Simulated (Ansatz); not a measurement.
**One shape, several levels: [NO2]+ (SMILES O=[N+]=O)**

We compute a comparison of 5 runs (BLYP/STO-3G, UB3LYP/STO-3G, UPBE0/STO-3G, CCSD/STO-3G, UCCSD(T)/STO-3G) of [NO2]+. 

The results are computed with Ansatz 0.2.0.

9 further runs of the same task are left out: 8 that didn't finish, 1 set aside as unsound or not needed.

### 1 The system as given

[NO2]+: 3 atoms, total charge +1, spin state singlet. As SMILES, `O=[N+]=O`. The N2–O1 distance was set to 1.363 Å, away from the relaxed value.

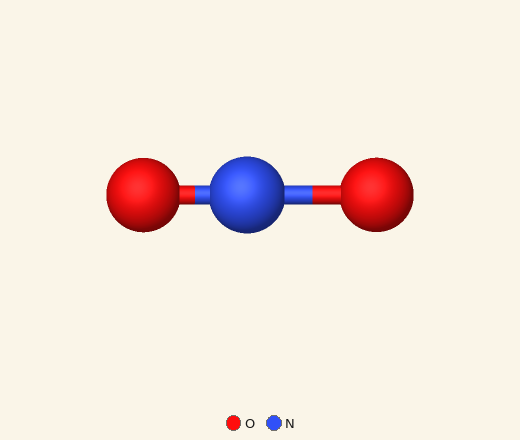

Viewed from a chosen angle; oxygen red, nitrogen blue.

### 2 The energy at BLYP/STO-3G (run 1)

molecule.yaml reads:

```yaml
crystal:
  periodic: [false, false, false]
  atoms:
    - {symbol: O, position_ang: [-0.703980, 1.138961, -0.257494]}
    - {symbol: N, position_ang: [-0.000010, -0.000010, -0.000000]}
    - {symbol: O, position_ang: [0.563210, -0.911180, 0.206000]}
basis:
  gaussian: {orbitals: STO-3G}
total_charge: 1
hamiltonian: {xc: {name: BLYP}}
accuracy: high
```

Launch:

```sh
$ ansatz run molecule.yaml --threads 1 --pin off --max-ram 2610MiB --events-out events.jsonl --progress --plain --runs-dir runs
```

What it wrote:

```text
Warning: RAYON_NUM_THREADS=1 ignored (pool sized by the plan → 1); use --threads N
Functional definition: BLYP
  name "BLYP"
  parameter beta = 0.0042
  parameter a = 0.04918
  parameter b = 0.132
  parameter c = 0.2533
  parameter d = 0.349
  exchange = b88_x(beta = beta)
  correlation = lyp_c(a = a, b = b, c = c, d = d)
249 factors; integrals over basis functions are off by at most 3.5e-8 eV
mean field evaluation 1: about -5490.6081 eV, gradient 3.2e1 eV
mean field evaluation 2: about -5387.1863 eV, gradient 1.5e2 eV
mean field evaluation 4: about -5487.1643 eV, gradient 4.8e1 eV
mean field evaluation 8: about -5493.4964 eV, gradient 2.5e-1 eV
mean field -5493.49665539 eV, -201.8822784596 hartree, gradient 8.1e-8 eV, S^2 0.000000; 0 other end points of the search recorded, 0 dependent functions left out
reference -5493.49667617 eV, -201.8822792235 hartree; 11, 11 occupied and 4, 4 virtual orbitals, 249 factors
Total energy: -5493.49667617 eV, -201.8822792235 hartree
```

Wall time 0.56 s (1 thread of Arm Neoverse V2, shared host).

### 3 A single-point energy at UB3LYP/STO-3G (run 2)

input.yaml reads:

```yaml
crystal:
  periodic: [false, false, false]
  atoms:
    - {symbol: O, position_ang: [-0.703980, 1.138961, -0.257494]}
    - {symbol: "N", position_ang: [-0.000010, -0.000010, -0.000000]}
    - {symbol: O, position_ang: [0.563210, -0.911180, 0.206000]}
basis:
  gaussian: {orbitals: STO-3G}
total_charge: 1
accuracy: high
hamiltonian: {xc: {name: B3LYP}}
magnetization: {spin_polarized: true, initial_magnetization: 0}
```

Launch:

```sh
$ ansatz run input.yaml --threads 1 --pin off --max-ram 2610MiB --events-out events.jsonl --progress --plain --runs-dir runs
```

What it wrote:

```text
Warning: RAYON_NUM_THREADS=1 ignored (pool sized by the plan → 1); use --threads N
Functional definition: B3LYP
  name "B3LYP"
  parameter a0 = 0.2
  parameter ax = 0.72
  parameter ac = 0.81
  exchange = (1 - a0 - ax)*slater_x + ax*b88_x + a0*exact_x
  correlation = (1 - ac)*vwn_rpa_c + ac*lyp_c
249 factors; integrals over basis functions are off by at most 3.5e-8 eV
mean field evaluation 1: about -5490.0568 eV, gradient 2.6e1 eV
mean field evaluation 2: about -5410.0811 eV, gradient 1.1e2 eV
mean field evaluation 4: about -5492.7574 eV, gradient 1.4e1 eV
mean field evaluation 8: about -5493.7145 eV, gradient 1.3e-2 eV
mean field evaluation 16: about -5493.6812 eV, gradient 5.5e-5 eV
mean field -5493.68117263 eV, -201.8890593432 hartree, gradient 6.4e-8 eV, S^2 0.000000; 1 other end points of the search recorded, 0 dependent functions left out
reference -5493.68118778 eV, -201.8890599002 hartree; 11, 11 occupied and 4, 4 virtual orbitals, 249 factors
Total energy: -5493.68118778 eV, -201.8890599002 hartree
```

Run time: 1 s. Hardware: 1 thread of Arm Neoverse V2, shared host; peak memory 0.1 GiB.

Runs 3 to 4 aren't shown in full; the table further down has their settings and results.

### 4 A single-point energy at UCCSD(T)/STO-3G (run 5)

job.yaml reads:

```yaml
crystal:
  periodic: [false, false, false]
  atoms:
    - symbol: O
      position_ang: [-0.703980, 1.138961, -0.257494]
    - symbol: "N"
      position_ang: [-0.000010, -0.000010, -0.000000]
    - symbol: O
      position_ang: [0.563210, -0.911180, 0.206000]
basis:
  gaussian:
    orbitals: STO-3G
total_charge: 1
magnetization:
  spin_polarized: true
  initial_magnetization: 0
correlation:
  method: ccsd_t
  frozen_orbitals: {"N": 1, O: 1}
accuracy: high
scf:
  omitted_lower_state_checks: [cluster_reference, increment]
```

Launch:

```sh
$ ansatz run job.yaml --threads 1 --pin off --max-ram 2610MiB --events-out events.jsonl --progress --plain --runs-dir runs
```

What it wrote:

```text
Warning: RAYON_NUM_THREADS=1 ignored (pool sized by the plan → 1); use --threads N
[... 26 lines left out ...]
3 core orbitals not correlated: weight in the atoms' cores, before any rotation towards them, 1.000 or more for the frozen orbitals, at most 0.000 for the correlated occupied ones
[... 37 lines left out ...]
Total energy: -5475.10649480 eV, -201.2064525233 hartree
Checks for a lower state left out: cluster_reference, increment
```

Run time: 1.6 s. Hardware: 1 thread of Arm Neoverse V2, shared host.

### 5 The series

```csv
run,level,frozen core orbitals,energy (Eh),wall time
1,BLYP/STO-3G,–,-201.882279,0.56 s
2,UB3LYP/STO-3G,–,-201.889060,1 s
3,UPBE0/STO-3G,–,-201.720771,0.96 s
4,CCSD/STO-3G,3,-201.178769,0.14 s
5,UCCSD(T)/STO-3G,3,-201.206453,1.6 s
```

### 6 Summary of results

```
                                          quantity          value
                               run 5: total energy  -201.20645 Eh
run 5: correlation energy (3 core orbitals frozen)     -257.2 mEh
                             run 5: (T) correction     -17.65 mEh
          run 5: ⟨S²⟩ of the reference determinant          0.808
                              run 5: T1 diagnostic          0.118
```

In words: Totals of different functionals can't be ranked against each other. In run 4 the T1 diagnostic is large, so a single reference may not serve. In run 4 the log says that unrestricted orbitals would lower the reference, so the values rest on an unstable closed-shell determinant (other closed-shell runs at this shape may share the fault). In runs 1, 2, 3, 4, 5 the basis is minimal, so the values are rough. Spin contamination of the reference: run 5 ⟨S²⟩ = 0.81. Where it is this large, the reference is a mixture of spin states, and values that rest on it are in doubt. All runs together took 4.2 s, the longest 1.6 s.
